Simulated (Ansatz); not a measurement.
Consider F$_{3}$H$_{2}$NZr (SMILES [NH2][Zr]([F])([F])[F]).

The calculation's input:

```
crystal:
  periodic: [false, false, false]
  atoms:
    - {symbol: F, position_ang: [1.632056, -1.433459, 0.672611]}
    - {symbol: F, position_ang: [-0.935361, -1.652754, -1.249308]}
    - {symbol: F, position_ang: [1.365923, 0.398586, -1.772138]}
    - {symbol: N, position_ang: [-0.616996, 0.803260, 0.707558]}
    - {symbol: Zr, position_ang: [0.369173, -0.529507, -0.433417]}
    - {symbol: H, position_ang: [-1.607623, 1.029792, 0.637616]}
    - {symbol: H, position_ang: [-0.207172, 1.384092, 1.437077]}
basis:
  gaussian:
    orbitals: def2-TZVPD
output:
  forces: true
  orbitals: {seedname: orbitals}
hamiltonian:
  xc: pbe0
```

Command:

```sh
ansatz run input.yaml --threads 2 --pin off --max-ram 5220MiB --events-out events.jsonl --progress --plain --runs-dir runs
```

Geometry: PBE0-D4/def2-SVP; core potentials replace the inner electrons of Zr.

Level of theory: isolated molecule in a Gaussian basis; Kohn-Sham density functional theory, functional PBE0 (Ansatz).

Predict the electron density and electron localisation function between the atoms.

Answer. Zr–F (1.91 Å): ρ at the midpoint is about 0.94 e/Å³; the ELF peaks at about 0.85 in the valence shell of F, 0.5 Å from its nucleus, and drops to about 0.20 between the two atoms.
Zr–N (2.01 Å): ρ at the midpoint is about 0.88 e/Å³; the ELF peaks at about 0.90 in the valence shell of N, 0.6 Å from its nucleus, and drops to about 0.30 between the two atoms.
N–H (1.02 Å): the density is about 2.8 e/Å³ at the midpoint; the ELF climbs to about 1 towards the hydrogen, as it does in any bond to H; a covalent bond by its length.

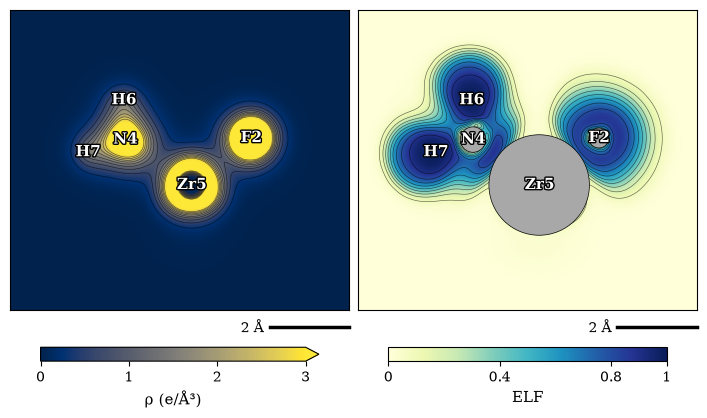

Computed electron density and electron localisation function on the plane of atoms F2, Zr5 and N4, in this order. Grey discs cover the atomic cores in the ELF map. 
